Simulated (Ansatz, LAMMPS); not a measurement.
# Liquid 52SiO2-48Li2O (mol %) at 2550 K (69 atoms): a single point, part 2 of 2

Wanted: forces, charges and levels of liquid 52SiO2-48Li2O (mol %) at 2550 K (69 atoms).

Ansatz 0.2.0; Kohn-Sham DFT, PBE, PAW (set soft_2), plane waves.

The cell: 12 Si, 22 Li and 35 O. The starting topology of bonds comes from the classical model. The Brillouin zone is sampled at Γ only, in a cell whose shortest periodic width is 9 Å.

So far: Set-up; How the cell was made; Plane-wave single point.

### 3. Plane-wave single point (continued)

Density of states as counts of states in windows of 1 eV (from the Fermi level), total and the larger projections:

```
from (eV)  to (eV)  total   O p  Si p  Li s   O s
      -18      -17   17.7   0.3   2.4   0.5  14.0
      -17      -16    8.0   0.1   1.0   0.1   6.7
      -16      -15    1.8   0.0   0.2   0.0   1.5
      -15      -12    0.0   0.0   0.0   0.0   0.0
      -12      -11    1.6   1.1   0.1   0.0   0.1
      -11      -10    2.6   1.7   0.2   0.0   0.2
      -10       -9    7.7   5.5   0.8   0.0   0.4
       -9       -8    4.6   3.4   0.7   0.0   0.2
       -8       -7   11.0   8.3   1.5   0.2   0.5
       -7       -6   18.0  14.1   1.8   0.5   0.8
       -6       -5   24.1  20.0   1.8   0.6   0.9
       -5       -4   34.3  29.5   2.0   0.8   1.0
       -4       -3   34.5  31.0   1.1   0.8   0.6
       -3       -2   29.7  27.5   0.7   0.5   0.3
       -2       -1   28.6  27.0   0.5   0.3   0.2
       -1        0   12.1  11.5   0.2   0.1   0.1
        0        1    1.3   1.3   0.0   0.0   0.0
        1        2    2.0   0.2   0.1   1.1   0.3
        2        3    2.0   0.2   0.1   1.2   0.2
        3        4    8.0   1.1   1.2   2.5   0.7
        4        5   10.5   1.3   1.7   3.2   0.9
```

The curve was stored every 0.10 eV, coarse against its broadening of 0.08 eV, so these counts are rough.

With fixed occupations the program's Fermi level is the highest filled level; weight inside the gap is the broadening of levels at its edges.

Between -26 and -18 eV lie 42 more states.

The stored curve holds about 280 of the 324 electrons; the rest, give or take the few that broadening carries across the Fermi level, lie in deeper levels below its range.

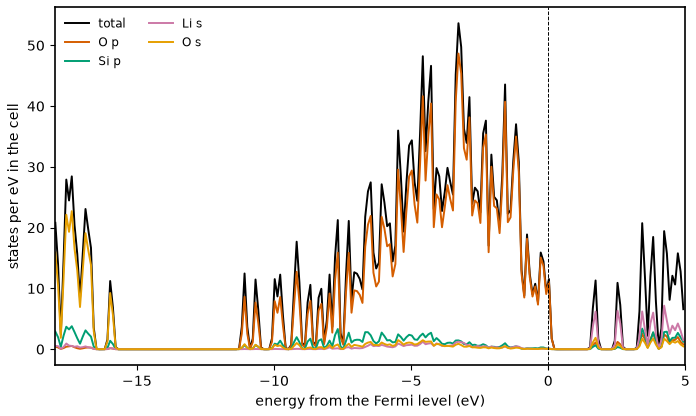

Total and projected density of states, with the broadening of the input.

The levels nearest the highest filled one (over half full), pooled over k-points and spins:

```
level less the highest filled one (eV)  occupation
                                -0.806           2
                                -0.712           2
                                -0.512           2
                                -0.300           2
                                -0.181           2
                                     0           2
                                  1.70           0
                                  2.56           0
                                  3.41           0
                                  3.48           0
                                  3.76           0
                                  3.86           0
```

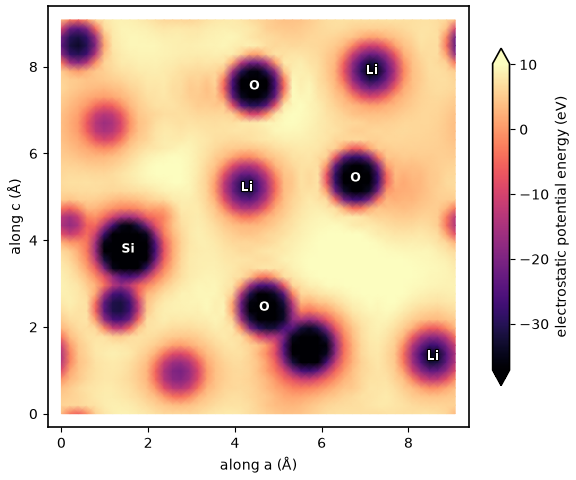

Electrostatic potential energy in the ac plane at fractional y = 0.566, with atoms of Si and Li and O within 0.2 Å of it. With pseudopotentials it is smooth inside the atoms' cores, unlike the true potential. The map starts off the cell's origin, so that atoms lie inside it.

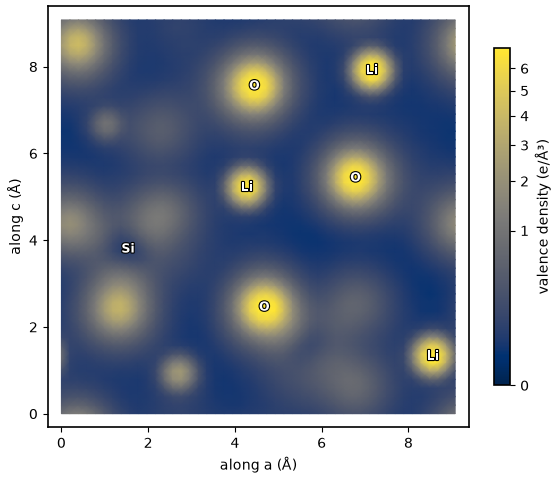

Valence density in the ac plane at fractional y = 0.566, with atoms of Si and Li and O within 0.2 Å of it. It is the smooth field of the valence electrons, not physical close to the nuclei. The map starts off the cell's origin, so that atoms lie inside it. The colour scale is stretched toward low values.

Mean Löwdin charges: Li +0.78, O -0.92, Si +1.61 e (they miss 1.3 % of the electrons, so they add up to more than the cell's charge). The largest share in the top eV of filled states is O p (97 % of the projected weight), and in the lowest eV of empty states Li s (66 % of the projected weight).

### 4. Distances and neighbours

These statistics describe the geometry on which the runs were made.

Density 2.33 g/cm³, 10.84 Å³ an atom.

Pair distribution functions g(r), in bins of 0.2 Å:

```
r (Å)  total   O-O  O-Li  O-Si  Li-Li  Li-Si  Si-Si
 1.30   0.07  0.00  0.00  0.38   0.00   0.00   0.00
 1.50   1.20  0.00  0.00  6.80   0.00   0.00   0.00
 1.70   1.17  0.00  0.37  5.44   0.85   0.00   0.00
 1.90   0.86  0.00  2.25  0.57   0.33   0.00   0.00
 2.10   0.72  0.00  1.96  0.00   0.57   0.24   0.00
 2.30   0.71  0.35  1.40  0.00   0.91   0.64   0.00
 2.50   1.47  2.65  1.58  0.00   1.58   1.08   0.00
 2.70   0.97  2.21  0.73  0.09   0.84   0.47   0.54
 2.90   0.96  1.16  0.64  0.33   1.32   2.16   0.97
 3.10   1.08  1.00  0.65  0.59   1.29   2.46   3.36
 3.30   0.92  1.06  0.56  0.83   1.03   1.76   0.76
 3.50   0.98  1.04  0.90  1.04   0.89   1.29   0.00
 3.70   1.03  0.90  1.23  1.19   1.08   0.66   0.29
 3.90   0.95  0.44  1.04  1.54   1.07   0.89   0.54
 4.10   1.10  0.78  1.03  1.56   0.97   1.34   1.46
 4.30   0.96  0.78  1.24  1.30   0.46   0.43   1.12
```

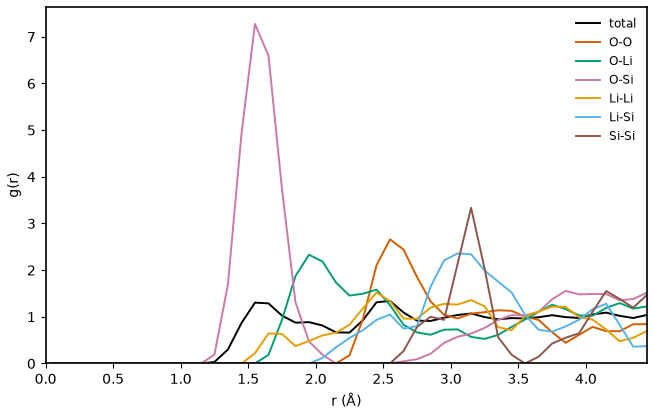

Pair distribution functions, lightly smoothed.

A closer look about Si12, which bears the longest force: 8 atoms, nearest first, numbered in the order of the input, with positions taken from that point.

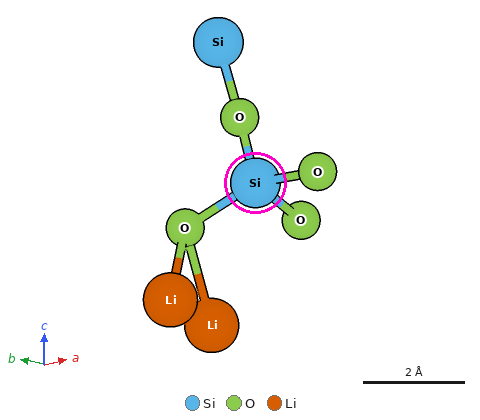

The atoms of the table, within 3.1 Å (arrows a, b, c point along x, y, z); some may hide others; the central atom is ringed.

```csv
atom,x,y,z,distance (Å),Löwdin charge (e),Fx,Fy,Fz (eV/Å)
Si12,0.00,0.00,0.00,0.00,1.64,3.35,-9.77,-13.28
O55,0.17,0.60,1.22,1.37,-0.82,1.43,8.10,13.21
O54,0.13,-1.59,0.44,1.66,-0.94,-1.44,-0.31,-0.25
O40,-0.92,1.06,-0.93,1.68,-0.84,-2.31,-0.81,-2.09
O56,1.48,0.16,-1.00,1.79,-0.86,-0.90,-0.73,0.62
Si3,0.43,1.43,2.59,2.99,1.69,-2.93,0.49,-1.81
Li19,-2.22,0.21,-2.08,3.05,0.80,0.11,-1.57,-0.26
Li20,-0.46,0.76,-2.93,3.07,0.80,1.71,0.78,-1.33
```

### 5. Outcome

```json
{"free energy per atom": "-464.3597 eV/atom", "pressure": "12.5 GPa", "r.m.s. force component": "3.236 eV/Å", "gap (highest filled to lowest empty level)": "1.698 eV", "wall time of the 1 DFT run": "5.1 s"}
```

**Reading.** The highest filled and lowest empty levels differ by 1.70 eV (at Γ alone); a semilocal functional tends to put such gaps too low. In a disordered cell it changes from sample to sample and from frame to frame.

Caveats: The force components of 3.2 eV/Å r.m.s. reflect the temperature of the frame as well as the gap between the generating potential and DFT. The stress is far from hydrostatic: its diagonal is 10.0, 13.6, 13.9 GPa, compression counted positive. The pressure of 12 GPa is that of one thermal frame, in which the classical model's bond lengths enter as well as the volume, without the kinetic term.

[Logs are printed without paths, hosts, clocks, repeated set-up lines and the standing remarks that a program may print on its own settings, such as how far it seeks lower states.]

[Hosts, paths, dates, database ids (printed as entryN), source tags and the programs' standing remarks are cut or masked in the printed files.]
